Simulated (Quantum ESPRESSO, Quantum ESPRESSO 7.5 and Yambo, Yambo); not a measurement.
# CdF2 (Fm-3m): G0W0 on several meshes in Yambo

Wanted: mesh dependence and cost of G0W0 for CdF2 (Fm-3m).

Program: Quantum ESPRESSO 7.5 and Yambo 5.3.0. Level of theory: PBE and many-body steps on it, plane waves. Results are calculated unless marked as measured.

### 1. Set-up

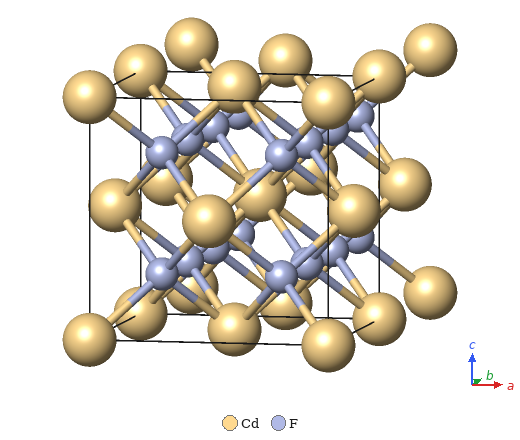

The starting structure, seen slightly off an axis (cadmium orange, fluorine light blue). 1×2×1 cells are drawn. This picture shows the conventional cell, with its axes. Some periodic images of atoms are drawn too.

The cell and positions come from the Crystallography Open Database and are kept as given unless a step says otherwise.

### 2. Empty states on the mesh, 2×2×2 mesh, 133 bands

This step: Quantum ESPRESSO 7.5; DFT, PBE, plane waves, norm-conserving pseudopotentials.

The sums over transitions need many empty states on a uniform mesh; this step solves for them.

Contents of pw.in:

```
&control
  calculation = 'nscf'
  prefix = 'x'
  outdir = 'o'
  pseudo_dir = 'pseudo'
/
&system
  ibrav = 0
  nat = 3
  ntyp = 2
  ecutwfc = 94.0
  nbnd = 133
  force_symmorphic = .true.
/
&electrons
  conv_thr = 1e-9
  electron_maxstep = 80
  diago_full_acc = .true.
  diago_thr_init = 5e-6
/
ATOMIC_SPECIES
  Cd 112.41 Cd.upf
  F 18.998 F.upf
CELL_PARAMETERS angstrom
  0.0000000000 2.6940000000 2.6940000000
  2.6940000000 -0.0000000000 2.6940000000
  2.6940000000 2.6940000000 -0.0000000000
ATOMIC_POSITIONS crystal
  Cd 0.0000000000 0.0000000000 0.0000000000
  F 0.2500000000 0.2500000000 0.2500000000
  F 0.7500000000 0.7500000000 0.7500000000
K_POINTS automatic
  2 2 2 0 0 0
```

On the command line:

```
OMP_NUM_THREADS=1 mpirun -n 8 pw.x -nk 4 -in pw.in > pw.out
```

The program printed:

```text
Program PWSCF v.7.5 starts

     This program is part of the open-source Quantum ESPRESSO suite
     for quantum simulation of materials; please cite
         "P. Giannozzi et al., J. Phys.:Condens. Matter 21 395502 (2009);
         "P. Giannozzi et al., J. Phys.:Condens. Matter 29 465901 (2017);
         "P. Giannozzi et al., J. Chem. Phys. 152 154105 (2020);
     in publications or presentations arising from this work. More details at

     Atomic positions and unit cell read from directory:
     o/x.save/

     Message from routine setup:
[...]
118.4126 118.4126 118.5381 118.5381 118.6324

          k =-0.7071 0.0000 0.0000 (  4088 PWs)   bands (ev):

[...]
77.9952  77.9952  78.6680  78.6680  79.5503  80.5634  83.2863  83.4189
     [... 5 further rows ...]
   113.3169 113.8371 114.4994 114.9193 115.0571 117.0836 118.2436 118.2436
   120.6207 121.5706 122.0076 122.0076 124.1705

     highest occupied, lowest unoccupied level (ev):     6.4411    9.6539

     XML data file, pseudopotentials, collected wavefunctions

=------------------------------------------------------------------------------=
   JOB DONE.
=------------------------------------------------------------------------------=
```

The job ended after 3.1 s (8 MPI ranks of Arm Neoverse V2, shared host; peak memory 0.5 GiB).

This step gave:

- gap: 3.213 eV
- k of the valence top: 0, -0.5, -0.5
- k of the conduction bottom: 0, 0, 0
- least direct gap: 3.619 eV
- k points computed: 3
- lowest point of the top converged band, above the valence top: 112.1913 eV

On this mesh the gap is 3.213 eV.

The density comes from a self-consistent run that is not shown.

### 3. Conversion and set-up

This step: Yambo 5.3.0; conversion and set-up on PBE, plane waves, norm-conserving pseudopotentials.

The states are converted to the many-body program's format and the q mesh is built.

On the command line:

```
(cd o/x.save; p2y > p2y.log; mv SAVE ../..); yambo > setup.log
```

The program printed:

```text
 Yambo, version 5.3.0

 [02] CORE Variables Setup
 =========================

  [02.01] Unit cells
  ==================

  Cell kind             :  FCC
  Atoms in the cell     :  Cd  F
  number of Cd atoms    :  1
  number of F  atoms    :  2

  List of atomic masses
  Mass of Cd    :  112.4100
  Mass of F     :  18.99800

  List of atomic coordinates    : [cc]
  Cd1       :  0.000000  0.000000  0.000000  order 1
  F1       :  2.545461  2.545461  2.545461  order 2
  F2       :  7.636383  7.636383  7.636383  order 3

  Alat factors          :  5.090922  5.090922  5.090922 [a.u.]
[...]
0.000000  0.000000  0.000000  0.000000  0.000000  0.000000  0.000000  0.000000

 [03] Transferred momenta grid and indexing
 ==========================================

 IBZ Q-points                                      :  3
 BZ  Q-points                                      :   8

 K/Q-points units:
 rlu = crystal or reduced units; cc = cartesian coordinates; iku = interal k-units

 Q [1]          [rlu]:  0.000000  0.000000  0.000000
 Q [2]          [rlu]:  0.72092E-16  0.72092E-16 -0.50000
 Q [3]          [rlu]:  0.13177E-16 -0.50000     -0.50000

  [03.01] X indexes
  =================

   [03.01.01] Sigma indexes
   ========================

 [06] Game Over & Game summary
```

It took 2.1 s on 1 MPI rank; peak memory 0.25 GiB.

### 4. 2×2×2

Now the one-shot GW correction: screening in the RPA, then the self-energy of the levels asked for.

This step: G0W0 on PBE, plane waves, norm-conserving pseudopotentials.

Contents of gw13.in:

```
HF_and_locXC
gw0
dyson
ppa
em1d
rim_cut
RandQpts= 1000000
RandGvec= 1 RL
EXXRLvcs= 94 Ry
VXCRLvcs= 376 Ry
Chimod= "HARTREE"
% BndsRnXp
 1 | 133 |
%
NGsBlkXp= 15.5 Ry
% LongDrXp
 1 | 1 | 1 |
%
% GbndRnge
 1 | 133 |
%
DysSolver= "n"
ExtendOut
PPAPntXp= 27.21138 eV
% QPkrange
 3 | 3 | 16 | 19 |
 1 | 1 | 16 | 19 |
%
```

On the command line:

```
OMP_NUM_THREADS=1 mpirun -n 8 yambo -F gw13.in -J gw13 -C gw13 > gw13.log
```

The program printed:

```text
 Yambo, version 5.3.0

 [02] CORE Variables Setup
 =========================

  [... cell, symmetries and grids as in the set-up ...]

  [02.05] Energies & Occupations
  ==============================

  [X] === General ===
  [X] Electronic Temperature                        :  0.000000  0.000000 [eV K]
  [X] Bosonic    Temperature                        :  0.000000  0.000000 [eV K]
  [X] Finite Temperature mode                       : no
  [X] El. density                                   :  0.86947E+24 [cm-3]
  [X] Fermi Level                                   :  6.441050 [eV]

  [X] === Gaps and Widths ===
  [X] Conduction Band Min                           :  3.212830 [eV]
  [X] Valence Band Max                              :  0.000000 [eV]
  [X] Filled Bands                                  :  17
  [X] Empty Bands                                   :   18  133
  [X] Direct Gap                                    :  3.619370 [eV]
  [X] Direct Gap localized at k                     :  1
  [X] Indirect Gap                                  :  3.212830 [eV]
  [X] Indirect Gap between kpts                     :  3  1
  [X] Last valence band width                       :  0.406540 [eV]
  [X] 1st conduction band width                     :  4.912420 [eV]

 [03] Transferred momenta grid and indexing
 ==========================================

 IBZ Q-points                                      :  3
 BZ  Q-points                                      :   8

 K/Q-points units:
 rlu = crystal or reduced units; cc = cartesian coordinates; iku = interal k-units

 Q [1]          [rlu]:  0.000000  0.000000  0.000000
 Q [2]          [rlu]:  0.72092E-16  0.72092E-16 -0.50000
 Q [3]          [rlu]:  0.13177E-16 -0.50000     -0.50000

 [04] Coloumb potential Random Integration (RIM)
 ===============================================

  [04.01] RIM initialization
  ==========================

  * Diagonal components only detected *

  8 x (sBL volume)        :  0.939984 [a.u.]
  sBZ random points       :  1000000
  Points outside the sBZ  :   7996195
  RL volume               :  0.939984 [a.u.]
  Integrated volume       :  0.940431 [a.u.]

  [04.02] RIM integrals
  =====================

  Gamma point sphere radius             :  0.177688 [a.u.]
  Points outside the sphere             :   799659
  [Int_sBZ(q=0) 1/q^2]*(Vol_sBZ)^(-1/3) =:  7.764404
                                 should be <:  7.795600

  Summary of Coulomb integrals for non-metallic bands |Q|[au] RIM/Bare

  Q [1] 0.100000E-4 0.995998 * Q [2] 0.534422 1.064860
  Q [3] 0.617097 1.063731

 [05] Dipoles
 ============

  [05.01] Setup: observables and procedures
  =========================================

 [06] Dynamic Dielectric Matrix (PPA)
 ====================================

 [SLK-Inversion]  Pools        :  2
 [SLK-Inversion]  BLACS grid   :  2  2

 [WR./gw13//ndb.pp]--------------------------------------------------------------
  Brillouin Zone Q/K grids (IBZ/BZ)                :   3   8   3   8
  RL vectors                                       :   4909 [WF]
  Coulomb cutoff potential                         : none
  Electronic Temperature                           :  0.000000 [K]
  Bosonic    Temperature                           :  0.000000 [K]
  PPA    diel. fun.  energies                      : Perdew, Burke & Ernzerhof(X)+Perdew, Burke & Ernzerhof(C)
  wavefunctions                                    : Perdew, Burke & Ernzerhof(X)+Perdew, Burke & Ernzerhof(C)
  Global Gauge                                     : length
  X matrix size                                    :  307
  X band range                                     :    1  133
  X e/h energy range                               : -1.000000 -1.000000 [eV]
  X Time ordering                                  : R
  X Hxc Kernel                                     : HARTREE
  X Drude frequency                                :  0.000000  0.000000
  X poles                                          :  100.0000 [o/o]
  RL vectors in the sum                            :   4909
  [r,Vnl] included                                 : yes
  Field direction                                  :  0.577350E-5  0.577350E-5  0.577350E-5
  BZ energy Double Grid                            : no
  BZ energy DbGd points                            : 0
  BZ Q point size factor                           : -1.000000
  X Optical Averaged directions                    : none

 [07] Local Exchange-Correlation + Non-Local Fock
 ================================================

 [VXC] Plane waves :   32647
 [EXS] Plane waves :   4111

 QP @ state[ 1 ] K range:  1  1
 QP @ state[ 1 ] b range:  16  19
 QP @ state[ 2 ] K range:  3  3
 QP @ state[ 2 ] b range:  16  19

 [xc] Functional : Perdew, Burke & Ernzerhof(X)+Perdew, Burke & Ernzerhof(C)
 [xc] LIBXC used to calculate xc functional
  PP Number of Atomic Species                      :  2
  NLCC RL compoments                               :   32647
  PP Number of Atomic Species                      :  2
  NLCC RL compoments                               :   32647

 [xc] E_xc :  -24.67662 [Ha]
      E_xc :  -49.35324 [Ry]

  Local XC kind (lXC) : Perdew, Burke & Ernzerhof(X)+Perdew, Burke & Ernzerhof(C)
  Non-Local XC kind (nlXC) : Hartree-Fock

  Corrections @ K [1] :  [eV]
 <16|nlXC|16> = -31.93347 -0.16289E-16 <16|lXC|16> = -25.00270  0.000000
 <17|nlXC|17> = -31.93347 -0.21649E-16 <17|lXC|17> = -25.00270  0.37763E-15
 <18|nlXC|18> = -7.490048  0.71909E-17 <18|lXC|18> = -12.37841  0.18882E-15
 <19|nlXC|19> = -4.560721  0.21121E-17 <19|lXC|19> = -10.17450  0.94408E-16

  Corrections @ K [3] :  [eV]
 <16|nlXC|16> = -31.07785 -0.28121E-17 <16|lXC|16> = -24.28118  0.94408E-16
 <17|nlXC|17> = -31.07785  0.62038E-17 <17|lXC|17> = -24.28118  0.000000
 <18|nlXC|18> = -10.32183 -0.74387E-19 <18|lXC|18> = -16.35107  0.16521E-15
 <19|nlXC|19> = -6.081946 -0.30022E-17 <19|lXC|19> = -11.41517  0.18882E-15

  [07.01] Hartree-Fock occupations report
  =======================================

  [Hartree-Fock] === General ===
  [Hartree-Fock] Electronic Temperature             :  0.000000  0.000000 [eV K]
  [Hartree-Fock] Bosonic    Temperature             :  0.000000  0.000000 [eV K]
  [Hartree-Fock] Finite Temperature mode            : no
  [Hartree-Fock] El. density                        :  0.86947E+24 [cm-3]
  [Hartree-Fock] Fermi Level                        :  6.441050 [eV]

  [Hartree-Fock] === Gaps and Widths ===
  [Hartree-Fock] Conduction Band Min                :  7.292541 [eV]
  [Hartree-Fock] Valence Band Max                   : -0.304463 [eV]
  [Hartree-Fock] Filled Bands                       :  17
  [Hartree-Fock] Empty Bands                        :   18  133
  [Hartree-Fock] Direct Gap                         :  7.597004 [eV]
  [Hartree-Fock] Direct Gap localized at k          :  2
  [Hartree-Fock] Indirect Gap                       :  7.597004 [eV]
  [Hartree-Fock] Indirect Gap between kpts          :  2  2
  [Hartree-Fock] Last valence band width            :  7.032846 [eV]
  [Hartree-Fock] 1st conduction band width          :  6.861950 [eV]

 [08] Dyson equation: Newton solver
 ==================================

  [08.01] G0W0 (W PPA)
  ====================

  [  GW  ] Bands range     :    1  133
  [GW/PPA] G damping       :  0.100000 [eV]

  QP @ state[ 1 ] K range:  1  1
  QP @ state[ 1 ] b range:  16  19
  QP @ state[ 2 ] K range:  3  3
  QP @ state[ 2 ] b range:  16  19

   Sc/G bands                                       :    1  133
   Sc/G damping                                     :  0.100000 ev
   Sc bands terminator                              : no
   Sx RL components                                 :   4111

   QP @ state[ 1 ] K range                          :  1  1
   QP @ state[ 1 ] b range                          :  16  19
   QP @ state[ 2 ] K range                          :  3  3
   QP @ state[ 2 ] b range                          :  16  19
   GF energies kind                                 : Perdew, Burke & Ernzerhof(X)+Perdew, Burke & Ernzerhof(C)
   GF WF`s kind                                     : Perdew, Burke & Ernzerhof(X)+Perdew, Burke & Ernzerhof(C)
   Xs energies kind                                 : Perdew, Burke & Ernzerhof(X)+Perdew, Burke & Ernzerhof(C)
   Xs WF`s kind                                     : Perdew, Burke & Ernzerhof(X)+Perdew, Burke & Ernzerhof(C)

 [11] Game Over & Game summary
```

Wall time 8.6 s (8 MPI ranks); peak memory 2.5 GiB; 60 s of CPU time.

This step gave:

| Item | Value |
| --- | --- |
| G0W0 gap on the points computed | 5.289 eV |
| starting gap on the mesh | 3.213 eV |
| k of the valence top | 0, -0.5, -0.5 |
| k of the conduction bottom | 0, 0, 0 |
| least direct G0W0 gap on the computed points | 5.927 eV |
| Z at the valence top | 0.7926 |
| Z at the conduction bottom | 0.8626 |

The gap on the mesh goes from 3.21 eV to 5.29 eV, a correction of +2.08 eV.

### 5. Empty states on the mesh, 6×6×6 mesh, 133 bands

This step: Quantum ESPRESSO 7.5; DFT, PBE, plane waves, norm-conserving pseudopotentials.

Changes to pw.in since step 2:

```diff
@@ -32,2 +32,2 @@
 K_POINTS automatic
-  2 2 2 0 0 0
+  6 6 6 0 0 0
```

On the command line:

```
OMP_NUM_THREADS=1 mpirun -n 8 pw.x -nk 4 -in pw.in > pw.out
```

The program printed:

```text
[banner, memory and clock lines left out]
Program PWSCF v.7.5 starts

     Atomic positions and unit cell read from directory:
     o/x.save/

     Message from routine setup:
     using ibrav=0 with symmetry is DISCOURAGED, use correct ibrav instead

     bravais-lattice index     =            0
     lattice parameter (alat)  =       7.1997  a.u.
     unit-cell volume          =     263.8878 (a.u.)^3
     number of atoms/cell      =            3
     number of atomic types    =            2
     number of electrons       =        34.00
[...]
[... 5 further rows ...]
[...]
116.4548 116.8675 116.8675 119.0047 120.0942

          k = 0.2357 0.2357-0.2357 (  4068 PWs)   bands (ev):

[...]
75.7285  77.7162  78.1165  78.1165  80.8931  81.4430  81.4430  82.6734
     [... 5 further rows ...]
   113.3176 113.4073 113.4073 114.5210 115.8982 115.8982 115.9066 118.0585
   118.0585 119.6353 119.6353 120.5485 120.6032

          k =-0.3536-0.3536 0.3536 (  4092 PWs)   bands (ev):

     [... further k-points ...]

     highest occupied, lowest unoccupied level (ev):     6.5104    9.6539

     XML data file, pseudopotentials, collected wavefunctions
```

Elapsed: 10 s, on 8 MPI ranks; peak memory 0.55 GiB.

Numbers from this step:

| Quantity | Value |
| --- | --- |
| gap | 3.143 eV |
| k of the valence top | 0.1667, -0.5, -0.3333 |
| k of the conduction bottom | 0, 0, 0 |
| least direct gap | 3.619 eV |
| k points computed | 16 |
| lowest point of the top converged band, above the valence top | 112.1220 eV |

On this mesh the gap is 3.143 eV.

(Continued in part 2 of 2.)

[Paths, hosts, dates, memory and timing lines, banners, echoed tables and standing remarks are left out of the program output.]

[Logs are printed without paths, hosts, clocks, repeated set-up lines and the standing remarks that a program may print on its own settings, such as how far it seeks lower states.]

[Runs of the session that timed out or met a known fault of the program may be left out.]

[Hosts, paths, dates, database ids (printed as entryN), source tags and the programs' standing remarks are cut or masked in the printed files.]
